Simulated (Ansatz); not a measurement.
## Moving the knobs of a GW run on SiO2 (I-42d)

A base run on SiO2 (I-42d), then changed inputs.

Main program and level: Ansatz 0.2.0; G0W0 on LDA, plane waves, PAW; PAW set soft_1.

### 1. The starting structure

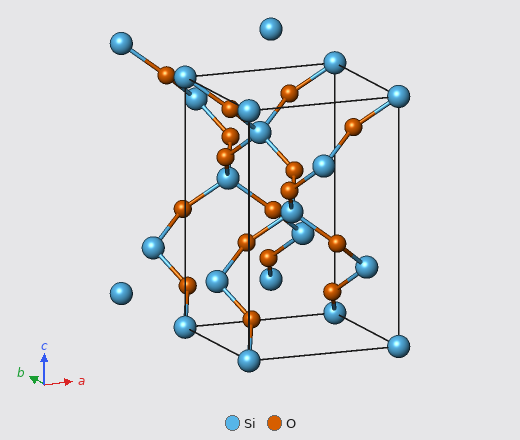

Start, viewed slightly off an axis; silicon blue, oxygen orange. 1×2×1 cells are drawn. This picture shows the conventional cell, with its axes. Bonds to atoms that aren't drawn are left out. Some periodic images of atoms are drawn too.

Structure file:

```cif
data_structure
_symmetry_space_group_name_H-M 'P 1'
_symmetry_Int_Tables_number 1
_cell_length_a 5.0289
_cell_length_b 5.0289
_cell_length_c 5.0289
_cell_angle_alpha 123.661
_cell_angle_beta 123.661
_cell_angle_gamma 83.768
_cell_volume 84.41
loop_
_atom_site_label
_atom_site_type_symbol
_atom_site_fract_x
_atom_site_fract_y
_atom_site_fract_z
_atom_site_occupancy
Si1 Si 0.00000 0.00000 0.00000 1
Si2 Si 0.75000 0.25000 0.50000 1
O3 O 0.99838 0.62500 0.87338 1
O4 O 0.37500 0.24838 0.37338 1
O5 O 0.75162 0.12500 0.12662 1
O6 O 0.87500 0.00162 0.62662 1
```

The cell and positions come from the Crystallography Open Database and are kept as given unless a step says otherwise.

### 2. The base run: 4×4×4 mesh, 310 empty bands, screening to 138 eV, PAW set soft_1 files

G0W0 replaces the xc potential by the self-energy, built once from these orbitals. Only a window of levels is corrected, while the sums run over the empty bands that the input names. This step takes PAW set soft_1 files.

File input.yaml:

```yaml
crystal:
  lattice:
    - [-2.37405, 2.37405, 3.744]
    - [2.37405, -2.37405, 3.744]
    - [2.37405, 2.37405, -3.744]
  atoms:
    - { symbol: Si, position: [0.0, 0.0, 0.0] }
    - { symbol: Si, position: [0.75, 0.25, 0.5] }
    - { symbol: O, position: [0.99838, 0.625, 0.87338] }
    - { symbol: O, position: [0.375, 0.24838, 0.37338] }
    - { symbol: O, position: [0.75162, 0.125, 0.12662] }
    - { symbol: O, position: [0.875, 0.00162, 0.62662] }
kpoints:
  mp_grid: { grid: [4, 4, 4] }
hamiltonian:
  xc: lda
  pseudopotentials: { kind: paw, azcp: { folder: soft_1 }, xc_functional: pbe }
scf:
  occupations: { method: fixed }
gw:
  n_empty_bands: 310
  ecut_chi: 138
  qp_bands: [v2, c2]
  qp_kpoints: band_edges
  screening: { model: contour_deformation }
```

The run is started by

```sh
ansatz run input.yaml --threads 3 --pin off --max-ram 92160MiB --backend cuda --events-out ev --progress --plain --runs-dir out --devices 1 --max-vram 13GiB
```

Numbers of over 12 decimals in the logs are rounded to 6 here.

What it wrote:

```text
GPUs: using 1 of 1 available (devices: 1).
Engine: ansatz 0.2.0, x86_64-unknown-linux-gnu
Pseudopotentials: kind: paw
Pseudopotential: Si, paw, valence charge 4, recommended cutoff 420 eV (normal), soft_1/Si.paw.azcp
Pseudopotential: O, paw, valence charge 6, recommended cutoff 420 eV (normal), soft_1/O.paw.azcp
Functional definition: SPW92
  exchange = slater_x
  correlation = pw_c
device memory: the entry about to start is reckoned to put 0.7 GiB on a device that reports 60.4 GiB free (of which the cap on the GPU budget leaves the run 13.0 GiB)
GPU FFT provider: cuFFT
GPU libraries: cuBLAS 13.8.2, cuFFT 12.4.0, cuSOLVER 12.3.4
Crystal: 6 atoms, lattice volume = 84.406 Å³
Basis set: ecut = 420 eV, 1637 PW (Γ)
Bands: 22, of which v1, the nominal top of the filled ones, is band 16 counted from 1 (15 counted from 0)
Symmetry: 8 space group operations
Space group: I-42d (ITA 122), of the structure as read, at distance tolerance 4.4e-5 Å
k-points: 13 of 64 (time reversal used)
Non-local potential: Si, projectors of the file, l = 0: 2, l = 1: 2, l = 2: 1
Non-local potential: O, projectors of the file, l = 0: 2, l = 1: 2, l = 2: 1
PAW form: soft (Blöchl's): semilocal exchange-correlation on the pseudo side does not see the compensation charge
PAW frozen core: Si, regenerated for the run's functional, and the local potential with it (the file was generated under x = pbe(κ = 0.804, μ = 0.219515), c = pbe(β = 0.066725))
PAW frozen core: O, regenerated for the run's functional, and the local potential with it (the file was generated under x = pbe(κ = 0.804, μ = 0.219515), c = pbe(β = 0.066725))
PAW one-centre angular grid: Si, 110 points (default); XC on 64 Gauss nodes
PAW one-centre angular grid: O, 110 points (default); XC on 64 Gauss nodes
Initial density: superposition of atomic densities (chi_scale 0.1, normalization cell, long waves kept (reshape's long-wave potential 0.00 eV rms))
Initial wavefunctions: pseudopotential atomic-orbital guess
GPU buffer pool allocated for 46656 grid points (all kernels)
GPU transforms: local potential and band sums: pruned to the plane-wave sphere, on 36×36×36
Functional: x = slater, c = lda
SCF iter   1: F=—  HF=-3448.427922 eV  |F-HF|=—  |Δ(HF+E_count)|=         —  Δρ=1.17e-1  dr2=1.03e1  ethr=3.10e-3  ⟨swp⟩=4.9  Hψ=1438  notcnv=0  defer=46
preconditioner: auto → none  [insulator: Δε(μ)=7.286 eV  Ē_g=17.696 eV  n_scr=14 (ndim 8)  ℏωp=22.9 eV  f_vac=0.102  ε∞_Penn≈2.7]
SCF iter   2: F=—  HF=-3445.778812 eV  |F-HF|=—  |Δ(HF+E_count)|=    2.65e0  Δρ=6.33e-2  dr2=1.49e0  ethr=3.10e-3  ⟨swp⟩=3.8  Hψ=829  notcnv=0  defer=39
SCF iter   3: F=—  HF=-3445.360403 eV  |F-HF|=—  |Δ(HF+E_count)|=   4.18e-1  Δρ=1.87e-2  dr2=1.33e-1  ethr=3.10e-3  ⟨swp⟩=2.1  Hψ=584  notcnv=0  defer=34
[...]
NSCF: frozen V_eff on 1 k-points
SCF converged after 7 iterations
Free energy (F): -3445.348639 eV
Harris-Foulkes:  -3445.348639 eV  (|F-HF|=1.23e-9)
Internal energy: -3445.348639 eV  (E = F + TS)
E sigma→0 (E₀):  -3445.348639 eV
Fermi energy:    0.804150 eV
--- Per-component energies (eV) ---
  E_band       = -181.124916
  E_kinetic    = 771.679104
  E_local      = -2183.365623  (includes V_loc(G=0)·N_el)
  E_nonlocal   = 263.896679
  E_hartree    = 807.171050
  E_xc         = -394.814693
  E_vxc        = -459.939560  (∫ρ·V_xc dr)
  E_paw        = -1581.774653  (= ΣΔE_a)
  E_vpaw       = -187.743168  (= ΣTr[D̂ρ^β])
  E_aug_tail   = 0.003432  (compensation charges beyond the density's cutoff)
  E_ewald      = -1128.700283
  E_core_change = 0.556347  (= ΣΔE_core)
  E_smearing   = -0.000000  (= −TS)
  E_closure    = 0.000000  (closes the sum)
  Σ components = -3445.348639   (vs F -3445.348639, Δ=0.00e0)
--- Band table (eV; the first three rows and the last of 13) ---
  k-point 0: bands = [... 12 lower, -0.5178, -0.2292, 0.8042, 0.8042, 6.6258, 9.2616, 11.9000, 11.9000, ... 2 higher]
  k-point 1: bands = [... 12 lower, -0.4708, 0.0545, 0.7064, 0.7072, 7.9333, 10.1317, 10.7480, 11.3260, ... 2 higher]
  k-point 2: bands = [... 12 lower, 0.0643, 0.0643, 0.5736, 0.5736, 10.0506, 10.0506, 10.7465, 10.7465, ... 2 higher]
  k-point 12: bands = [... 12 lower, -0.6973, -0.6973, 0.7013, 0.7013, 9.5984, 9.5984, 10.2797, 10.2797, ... 2 higher]
--- G₀W₀: contour deformation, 6 samples at zero and on the imaginary axis and 2 off it, 64 q-points, 310 empty bands' worth ---
  eigenvalues of the whole cell's RPA ε∞ on this k-mesh (on a slab, of 1 + 4πα/V) = 2.2441, 2.2441, 2.3030; static W/v taken at q = 0 is 0.441820
  bands read: the sum over 326 bands ends inside a degenerate multiplet in 1 slot, whose members it reads at an even weight; the widest, k=0: bands 326 to 327 (counted from 1) at 1/2 each
  gw.qp_kpoints: band_edges: 13 of 13 stored k-points solved, in 1 pass; an edge of the gap read off the rows below is read off those points alone
    ik  band        ε_KS         Σx   Σc(E_QP)       V_xc       Z   E_QP_lin       E_QP  E_QP is
     0    15      0.8042   -26.3250     4.1150   -20.5052  0.8019    -0.9261    -0.9006  root
     0    16      0.8042   -26.3250     4.1150   -20.5052  0.8019    -0.9261    -0.9006  root
     0    17      6.6258    -7.1530    -3.3228   -11.9672  0.8677     8.1289     8.1172  root
     0    18      9.2616    -5.5926    -3.8554   -11.2359  0.8625    11.0693    11.0495  root
     1    15      0.7064   -26.3900     4.1189   -20.5709  0.8016    -1.0192    -0.9938  root
     1    16      0.7072   -26.3254     4.1340   -20.4783  0.8015    -1.0319    -1.0059  root
     1    17      7.9333    -8.0014    -3.3974   -13.0466  0.8593     9.5968     9.5811  root
     1    18     10.1317    -6.0131    -4.0258   -11.9395  0.8566    12.0566    12.0322  root
[...]
12    15      0.7013   -26.4405     4.1205   -20.6274  0.8015    -1.0166    -0.9913  root
    12    16      0.7013   -26.4405     4.1205   -20.6274  0.8015    -1.0166    -0.9913  root
    12    17      9.5984    -7.4238    -3.5475   -12.7362  0.8545    11.3837    11.3633  root
    12    18      9.5984    -7.4238    -3.5475   -12.7362  0.8545    11.3837    11.3633  root
```

It took 22 s on 1 × NVIDIA H100 80GB HBM3 (shared by 6 runs) with 3 threads of AMD EPYC 7R13 (Zen 3), shared host; peak memory 1.3 GiB; 30 s of CPU time.

The column dr2 measures how far the density is from self-consistency, as an energy; F and HF (Harris–Foulkes) agree once it is small.

This step gave:

- bands summed: 326
- RPA ε∞ on this mesh (eigenvalues): 2.244, 2.244, 2.303
- plane waves in the screening matrix: 315
- q-points in the mesh: 64
- G0W0 gap on the mesh: 9.018 eV
- k of the valence top: 0, 0, 0
- k of the conduction bottom: 0, 0, 0
- starting gap on the mesh: 5.822 eV
- Z at the valence top: 0.8019
- Z at the conduction bottom: 0.8677
- least direct G0W0 gap on the computed points: 9.018 eV

The gap on the mesh goes from 5.82 eV to 9.02 eV, a correction of +3.20 eV. Between the two edge states, bare exchange in place of the xc potential would open the gap by 10.63 eV, and correlation takes back 7.44 eV.

### 3. Variant: plasmon pole at a typed frequency

input.yaml, as its differences from that of step 2:

```diff
@@ -20,6 +20,7 @@
 gw:
-  n_empty_bands: 310
-  ecut_chi: 138
+  n_empty_bands: 191
+  ecut_chi: 100
   qp_bands: [v2, c2]
   qp_kpoints: band_edges
-  screening: { model: contour_deformation }
+  screening: { model: godby_needs }
+  plasmon_pole_fit_frequency: 15
```

What it wrote:

```text
GPUs: using 1 of 1 available (devices: 1).
[...]
GPU FFT provider: cuFFT
GPU libraries: cuBLAS 13.8.2, cuFFT 12.4.0, cuSOLVER 12.3.4
Crystal: 6 atoms, lattice volume = 84.406 Å³
Basis set: ecut = 420 eV, 1637 PW (Γ)
Bands: 22, of which v1, the nominal top of the filled ones, is band 16 counted from 1 (15 counted from 0)
[... 1 set-up line as in the run before ...]
[...]
k-points: 13 of 64 (time reversal used)
[...]
GPU buffer pool allocated for 46656 grid points (all kernels)
[...]
SCF iter   1: F=—  HF=-3448.427922 eV  |F-HF|=—  |Δ(HF+E_count)|=         —  Δρ=1.17e-1  dr2=1.03e1  ethr=3.10e-3  ⟨swp⟩=4.9  Hψ=1438  notcnv=0  defer=46
[...]
SCF iter   7: F=-3445.348639 eV  HF=-3445.348639 eV  |F-HF|=1.23e-9  |Δ(HF+E_count)|=   1.99e-8  Δρ=2.25e-6  dr2=2.59e-9  ethr=3.13e-10  ⟨swp⟩=11.5  Hψ=1470  notcnv=0
SCF 1 converged in 7 iterations: F = -3445.348639 eV  dr2 = 2.59e-9
[...]
NSCF: frozen V_eff on 13 k-points, pencils in batches of 32, up to order 88
[...]
NSCF: frozen V_eff on 13 k-points
G₀W₀ screening: q 1/13
[... further progress lines ...]
[...]
SCF converged after 7 iterations
Free energy (F): -3445.348639 eV
[...]
Internal energy: -3445.348639 eV  (E = F + TS)
E sigma→0 (E₀):  -3445.348639 eV
Fermi energy:    0.804150 eV
[...]
--- Band table (eV; the first three rows and the last of 13) ---
  k-point 0: bands = [... 12 lower, -0.5178, -0.2292, 0.8042, 0.8042, 6.6258, 9.2616, 11.9000, 11.9000, ... 2 higher]
  k-point 1: bands = [... 12 lower, -0.4708, 0.0545, 0.7064, 0.7072, 7.9333, 10.1317, 10.7480, 11.3260, ... 2 higher]
  k-point 2: bands = [... 12 lower, 0.0643, 0.0643, 0.5736, 0.5736, 10.0506, 10.0506, 10.7465, 10.7465, ... 2 higher]
  k-point 12: bands = [... 12 lower, -0.6973, -0.6973, 0.7013, 0.7013, 9.5984, 9.5984, 10.2797, 10.2797, ... 2 higher]
--- G₀W₀: ω_p = 15.0000 eV, 64 q-points, 191 empty bands' worth ---
[...]
GN-PPA: 684700/2353081 pairs with Re ω̃² < 0 across q-mesh
[...]
0    15      0.8042   -26.3250     4.3427   -20.5052  0.8042    -0.6869    -0.6729  root
     0    16      0.8042   -26.3250     4.3427   -20.5052  0.8042    -0.6869    -0.6729  root
     0    17      6.6258    -7.1530    -3.2738   -11.9672  0.8670     8.1766     8.1661  root
     0    18      9.2616    -5.5926    -3.7375   -11.2359  0.8616    11.1851    11.1673  root
     1    15      0.7064   -26.3900     4.3488   -20.5709  0.8040    -0.7779    -0.7639  root
     1    16      0.7072   -26.3254     4.3620   -20.4783  0.8039    -0.7923    -0.7779  root
     1    17      7.9333    -8.0014    -3.3183   -13.0466  0.8592     9.6741     9.6602  root
     1    18     10.1317    -6.0131    -3.8946   -11.9395  0.8564    12.1848    12.1634  root
[...]
12    15      0.7013   -26.4405     4.3569   -20.6274  0.8038    -0.7689    -0.7550  root
    12    16      0.7013   -26.4405     4.3569   -20.6274  0.8038    -0.7689    -0.7550  root
    12    17      9.5984    -7.4238    -3.4382   -12.7362  0.8553    11.4903    11.4727  root
    12    18      9.5984    -7.4238    -3.4382   -12.7362  0.8553    11.4903    11.4727  root
```

Wall time 20 s (1 × NVIDIA H100 80GB HBM3 (shared by 6 runs) with 3 threads); peak memory 1.3 GiB.

The G0W0 gap on the mesh is 8.839 eV.

Against the base:

```tsv
setting	base	variant
empty bands	310	191
screening cutoff (eV)	138	100
frequency model	contour deformation	plasmon pole
plasmon pole fit frequency	-	15
```

```tsv
quantity	variant	base
starting gap on the mesh	5.822	5.822
G0W0 gap on the mesh	8.839	9.018
least direct G0W0 gap on the computed points	8.839	9.018
Z at the valence top	0.804	0.802
Z at the conduction bottom	0.867	0.868
```

### 4. Variant: all filled levels at the zone centre

input.yaml, as its differences from that of step 3:

```diff
@@ -22,5 +22,4 @@
   ecut_chi: 100
-  qp_bands: [v2, c2]
-  qp_kpoints: band_edges
-  screening: { model: godby_needs }
-  plasmon_pole_fit_frequency: 15
+  qp_bands: [lowest, c2]
+  qp_kpoints: [[0, 0, 0]]
+  screening: { model: contour_deformation }
```

What it wrote:

```text
GPUs: using 1 of 1 available (devices: 1).
[...]
GPU FFT provider: cuFFT
GPU libraries: cuBLAS 13.8.2, cuFFT 12.4.0, cuSOLVER 12.3.4
Crystal: 6 atoms, lattice volume = 84.406 Å³
Basis set: ecut = 420 eV, 1637 PW (Γ)
Bands: 22, of which v1, the nominal top of the filled ones, is band 16 counted from 1 (15 counted from 0)
[... 1 set-up line as in the run before ...]
[...]
k-points: 13 of 64 (time reversal used)
[...]
GPU buffer pool allocated for 46656 grid points (all kernels)
[...]
SCF iter   1: F=—  HF=-3448.427922 eV  |F-HF|=—  |Δ(HF+E_count)|=         —  Δρ=1.17e-1  dr2=1.03e1  ethr=3.10e-3  ⟨swp⟩=4.9  Hψ=1438  notcnv=0  defer=46
[...]
SCF iter   7: F=-3445.348639 eV  HF=-3445.348639 eV  |F-HF|=1.23e-9  |Δ(HF+E_count)|=   1.99e-8  Δρ=2.25e-6  dr2=2.59e-9  ethr=3.13e-10  ⟨swp⟩=11.5  Hψ=1470  notcnv=0
SCF 1 converged in 7 iterations: F = -3445.348639 eV  dr2 = 2.59e-9
[...]
G₀W₀ screening: q 1/13
[... further progress lines ...]
[...]
SCF converged after 7 iterations
Free energy (F): -3445.348639 eV
[...]
Internal energy: -3445.348639 eV  (E = F + TS)
E sigma→0 (E₀):  -3445.348639 eV
Fermi energy:    0.804150 eV
[...]
--- Band table (eV; the first three rows and the last of 13) ---
  k-point 0: bands = [... 12 lower, -0.5178, -0.2292, 0.8042, 0.8042, 6.6258, 9.2616, 11.9000, 11.9000, ... 2 higher]
  k-point 1: bands = [... 12 lower, -0.4708, 0.0545, 0.7064, 0.7072, 7.9333, 10.1317, 10.7480, 11.3260, ... 2 higher]
  k-point 2: bands = [... 12 lower, 0.0643, 0.0643, 0.5736, 0.5736, 10.0506, 10.0506, 10.7465, 10.7465, ... 2 higher]
  k-point 12: bands = [... 12 lower, -0.6973, -0.6973, 0.7013, 0.7013, 9.5984, 9.5984, 10.2797, 10.2797, ... 2 higher]
[...]
`?` marks the rows in doubt; gw_qp.tsv's column doubts and the gw_qp event give each row's grounds
[...]
0     1    -18.0371   -32.3618     9.3702   -20.3272  0.7628   -20.8784   -20.7014  root ?
     0     2    -15.8485   -33.7837     9.0941   -21.9968  0.7264   -18.3998   -18.5413  root ?
     0     3    -15.8281   -33.8084     9.0880   -22.0008  0.7466   -18.3995   -18.5477  root ?
     0     4    -15.8281   -33.8084     9.0880   -22.0008  0.7466   -18.3995   -18.5477  root ?
     0     5     -8.0165   -25.7387     5.1495   -18.6080  0.7617   -10.0645    -9.9977  root
     0     6     -4.4926   -25.6122     4.5716   -19.1615  0.7911    -6.4177    -6.3717  root
     0     7     -4.4926   -25.6122     4.5716   -19.1615  0.7911    -6.4177    -6.3717  root
     0     8     -4.2226   -25.7260     4.6023   -19.2673  0.7904    -6.1239    -6.0790  root
     0     9     -1.6673   -24.9649     4.5624   -18.5628  0.7927    -3.5452    -3.5069  root
     0    10     -1.2242   -24.7811     4.5172   -18.4497  0.7946    -3.0749    -3.0384  root
     0    11     -0.5521   -25.8618     4.2336   -20.0329  0.8041    -2.1706    -2.1473  root
     0    12     -0.5521   -25.8618     4.2336   -20.0329  0.8041    -2.1706    -2.1473  root
     0    13     -0.5178   -25.9310     4.2548   -20.0762  0.8039    -2.1413    -2.1177  root
     0    14     -0.2292   -26.0761     4.3925   -19.9952  0.8003    -1.9450    -1.9175  root
     0    15      0.8042   -26.3250     4.2725   -20.5052  0.8045    -0.7640    -0.7431  root
     0    16      0.8042   -26.3250     4.2725   -20.5052  0.8045    -0.7640    -0.7431  root
     0    17      6.6258    -7.1530    -3.2984   -11.9672  0.8690     8.1539     8.1416  root
     0    18      9.2616    -5.5926    -3.7897   -11.2359  0.8627    11.1368    11.1151  root
```

Elapsed: 13 s, on 1 × NVIDIA H100 80GB HBM3 (shared by 6 runs) with 3 threads; peak memory 1.1 GiB; 7.3 s of CPU time.

Absolute levels on the run's own zero. QP, by row:

```tsv
k index	band	KS (eV)	Sigma_x (eV)	Sigma_c (eV)	Vxc (eV)	Z	QP linearised (eV)	QP (eV)	source	doubts
0	1	-18.04	-32.36	9.37	-20.33	0.7628	-20.88	-20.7	root	energies_apart
0	2	-15.85	-33.78	9.094	-22	0.7264	-18.4	-18.54	root	energies_apart
0	3	-15.83	-33.81	9.088	-22	0.7466	-18.4	-18.55	root	energies_apart
0	4	-15.83	-33.81	9.088	-22	0.7466	-18.4	-18.55	root	energies_apart
0	5	-8.017	-25.74	5.149	-18.61	0.7617	-10.06	-9.998	root	
0	6	-4.493	-25.61	4.572	-19.16	0.7911	-6.418	-6.372	root	
0	7	-4.493	-25.61	4.572	-19.16	0.7911	-6.418	-6.372	root	
0	8	-4.223	-25.73	4.602	-19.27	0.7904	-6.124	-6.079	root	
0	9	-1.667	-24.96	4.562	-18.56	0.7927	-3.545	-3.507	root	
0	10	-1.224	-24.78	4.517	-18.45	0.7946	-3.075	-3.038	root	
0	11	-0.5521	-25.86	4.234	-20.03	0.8041	-2.171	-2.147	root	
0	12	-0.5521	-25.86	4.234	-20.03	0.8041	-2.171	-2.147	root	
0	13	-0.5178	-25.93	4.255	-20.08	0.8039	-2.141	-2.118	root	
0	14	-0.2292	-26.08	4.393	-20	0.8003	-1.945	-1.917	root	
0	15	0.8042	-26.32	4.272	-20.51	0.8045	-0.764	-0.7431	root	
0	16	0.8042	-26.32	4.272	-20.51	0.8045	-0.764	-0.7431	root	
0	17	6.626	-7.153	-3.298	-11.97	0.869	8.154	8.142	root	
0	18	9.262	-5.593	-3.79	-11.24	0.8627	11.14	11.12	root
```

Against the base:

```tsv
setting	base	variant
empty bands	310	191
screening cutoff (eV)	138	100
levels asked	v2 to c2	lowest to c2
points asked	band edges	[[0, 0, 0]]
```

### 5. What came out

```json
{
 "base": "9.02 eV, 22 s",
 "plasmon pole at a typed frequency": "8.84 eV, 20 s",
 "all filled levels at the zone centre": "direct gap at the listed points 8.88 eV, 13 s"
}
```

Plasmon pole at a typed frequency: the gap moves by −0.18 eV. The variant differs from the base in empty bands, screening cutoff, frequency model and plasmon pole fit frequency together, so the change can't be laid to one of them. All filled levels at the zone centre: only the listed points were computed; the least direct gap there is 8.88 eV, with empty bands, screening cutoff, levels asked and points asked changed against the base. All runs here use a coarse mesh and modest cutoffs; they test settings and are not final values.

[Paths, hosts, dates, memory and timing lines, banners, echoed tables and standing remarks are left out of the program output.]

[Logs are printed without paths, hosts, clocks, repeated set-up lines and the standing remarks that a program may print on its own settings, such as how far it seeks lower states.]

[Runs of the session that timed out or met a known fault of the program may be left out.]

[Cells called generated may have been cut or substituted from an entry of the Crystallography Open Database or the Materials Project.]

[No measured gap is set beside runs whose start may be inverted or whose files or cutoffs have a known fault.]

[Hosts, paths, dates, database ids (printed as entryN), source tags and the programs' standing remarks are cut or masked in the printed files.]
